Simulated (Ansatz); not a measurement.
# Calculations on Si2H4OF2

**1. Relaxation**

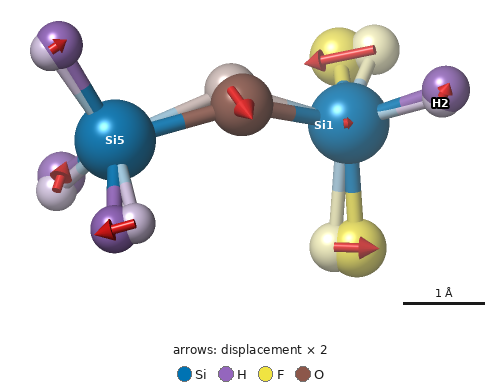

This is a relaxation of Si2H4OF2. The starting structure is drawn faded, the final one solid; red arrows show the displacements, 2 times their true length. The two geometries are superimposed by the best rigid fit.

The picture is a ball-and-stick view, seen from a free direction.

The run prepares an end point of a later path (reaction) calculation, from a guessed geometry.

Theory: Ansatz 0.2.0, RKS r2SCAN-D4/def2-SVP. (no spin polarisation; force threshold 0.03 eV/Å; at most 50 steps)

What happened in the run?

The atom that moves furthest after the best rigid fit is an F atom (0.47 Å). Largest moves by element: F 0.47 Å, O 0.31 Å, H 0.27 Å, Si 0.06 Å. Near-neighbour distances that change, for instance: H–Si 1.444 → 1.469 Å, F–Si 1.588 → 1.610 Å. Bond angles that change, for instance: H–Si–F 91.5° → 109.5°, H–Si–O 118.5° → 111.5°, Si–O–Si 142.1° → 147.5°. Groups turn about O–Si by about 40°, O–Si by about 30°. Over 8 accepted moves (11 points after the start) the energy falls by 0.276 eV. The largest force component goes from 1.4 to 0.028 eV/Å. The line search rejected the trial steps at points 2, 6, 8 of the run. The forces were under the threshold at step 5, but the run went on from there.

**2. Relaxation**

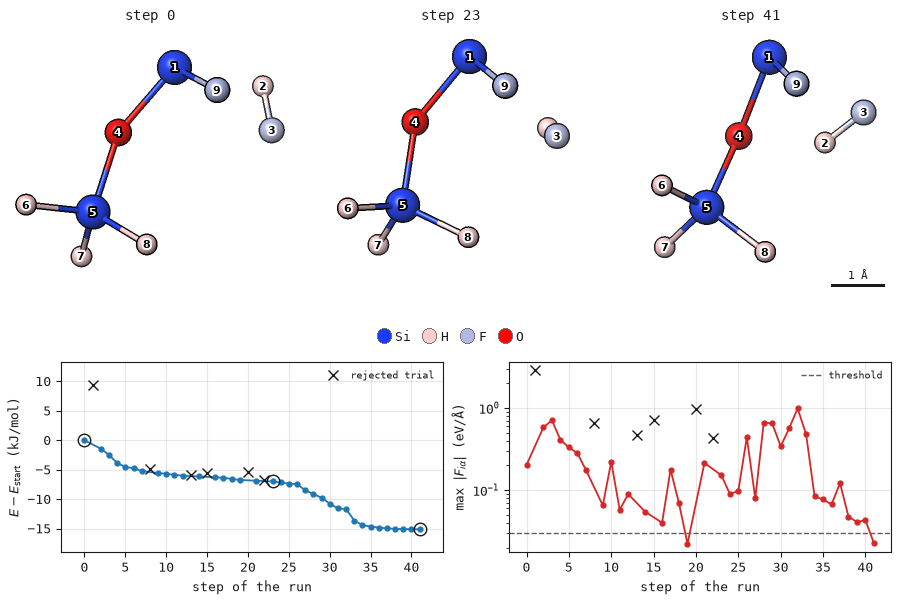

Frames of a relaxation of Si₂H₄OF₂, marked on the history of the run. A ball-and-stick model, seen from a free direction.

The run prepares an end point of a later path (reaction) calculation, from a guessed geometry.

These are results of RKS r2SCAN-D4/def2-SVP (Ansatz), not measurements.

Input file:
```yaml
crystal:
  periodic: [false, false, false]
  atoms:
    - { symbol: Si, position_ang: [-0.70067, -0.699419, 0.670822] }
    - { symbol: H, position_ang: [1.701448, 0.39615, 1.01597] }
    - { symbol: F, position_ang: [1.650773, 0.694685, 0.140895] }
    - { symbol: O, position_ang: [-1.654649, 0.577418, 0.227638] }
    - { symbol: Si, position_ang: [-2.405875, 1.41383, -1.020463] }
    - { symbol: H, position_ang: [-3.876685, 1.196526, -0.916343] }
    - { symbol: H, position_ang: [-2.106152, 2.862541, -0.8573] }
    - { symbol: H, position_ang: [-1.921582, 0.94157, -2.348069] }
    - { symbol: F, position_ang: [-0.609608, -1.556401, -0.72615] }
basis:
  gaussian: { orbitals: def2-SVP }
hamiltonian:
  xc: r2scan
  dispersion: d4
relax:
  f_tol: 0.03
  max_steps: 50
```

Command:
```bash
ansatz run input.yaml --threads 4 --pin off --max-ram 5120MiB --backend cpu --events-out ev --progress --plain --runs-dir out
```

**What happens along the run?**

The energy falls by 15.1 kJ/mol in 35 accepted moves (41 points after the start). Largest force component: 0.2 eV/Å at the start, 0.023 eV/Å at the end. The line search rejected the trial steps at points 1, 8, 13, 15, 20, 22 of the run. The forces were under the threshold at step 19, but the run went on from there. H2 moves most after the best rigid fit: 1.46 Å. Largest moves by element: H 1.46 Å, O 0.62 Å, F 0.61 Å, Si 0.35 Å. Near-neighbour distances that change, for instance: Si1–F3 2.785 → 2.377 Å, Si1–O4 1.654 → 1.714 Å, H2–F3 0.926 → 0.948 Å, O4–Si5 1.680 → 1.690 Å. Bond angles that change, for instance: Si1–O4–Si5 147.3° → 133.0°, O4–Si1–F9 101.9° → 97.6°. Groups turn about O4–Si5 by about 70°, Si1–O4 by about 35°. From step 0 to 23: H2 moves most (0.85 Å), energy −7.00 kJ/mol. From step 23 to 41: H2 moves most (0.80 Å), energy −8.13 kJ/mol.

Limits of the set-up: the start holds two separate molecules, 2.7 Å apart at their closest, whose relative position is a soft coordinate.

**3. Path**

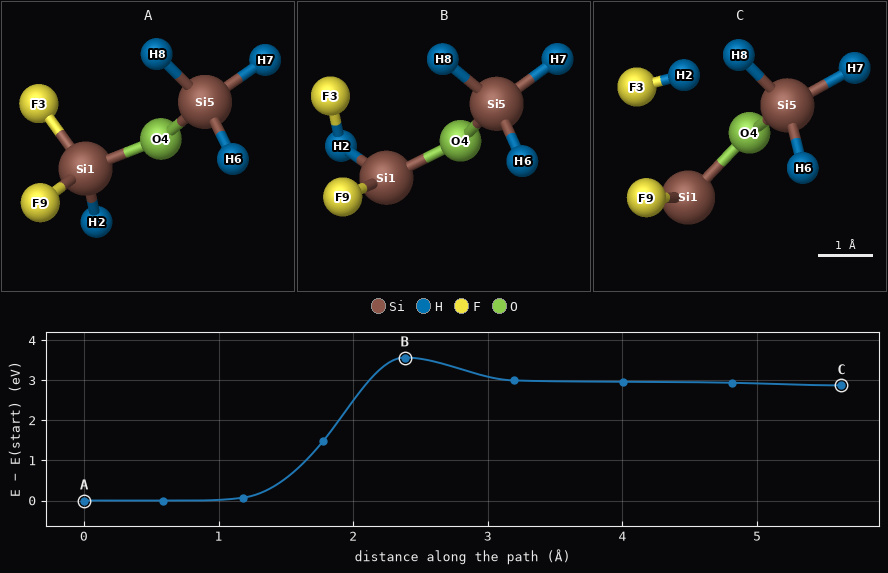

A nudged-elastic-band calculation for Si2H4OF2. Images are numbered from 0 (start) to 8 (end). Frames A to C are images 0, 4, 8. The picture is a ball-and-stick view, seen from a free direction.

Theory: Ansatz 0.2.0, RKS r2SCAN-D4/def2-SVP. Set-up: 7 movable images; climbing image; force threshold 0.05 eV/Å; iteration limit 60; starting path through a guess of the saddle point.

Question: Read off the barrier and say what moves.

Answer: The highest point, image 4, lies 3.57 eV above the start and 0.69 eV above the end; the end is at +2.87 eV relative to the start. Breaking: Si1–F3 (1.61 → 1.95 at the top → 2.38 Å), Si1–H2 (1.47 → 1.65 at the top → 2.33 Å). Forming: H2–F3 (2.52 → 1.18 at the top → 0.95 Å). The band is converged.
